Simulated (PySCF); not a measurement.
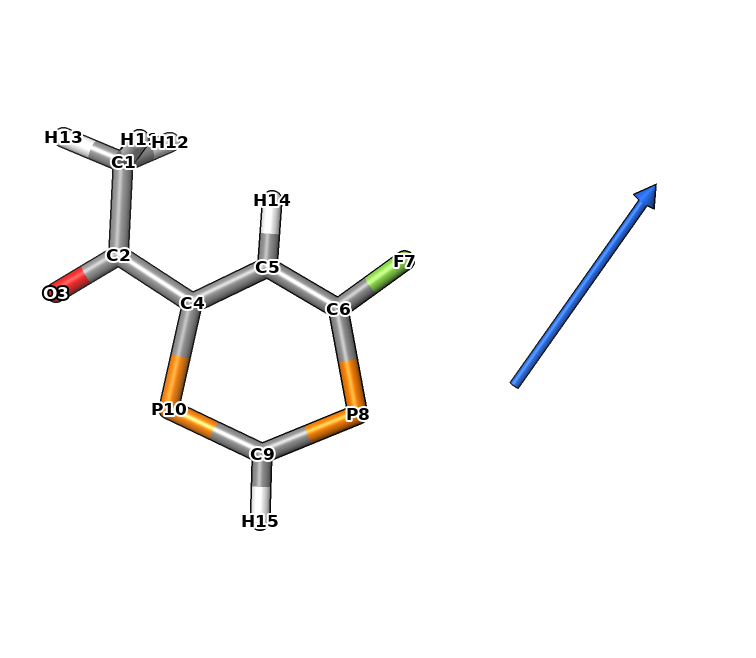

The arrow beside the molecule shows the direction of the dipole moment, from the negative to the positive end (its length means nothing). The computed structure is the end point of a GFN2-xTB optimisation. No frequency run is at hand to confirm it as a minimum. Level of theory: PBE0/pcSseg-1, gas phase (PySCF 2.14.0).

Estimate the dipole moment.

1.82 D; it points from the side of H15 to the side of F7 (the outermost atoms at the two ends).

The geometry is semi-empirical. Around P such bond lengths and angles can be off by a tenth of an ångström or more and by several degrees, and values that hang on the shape move with them.
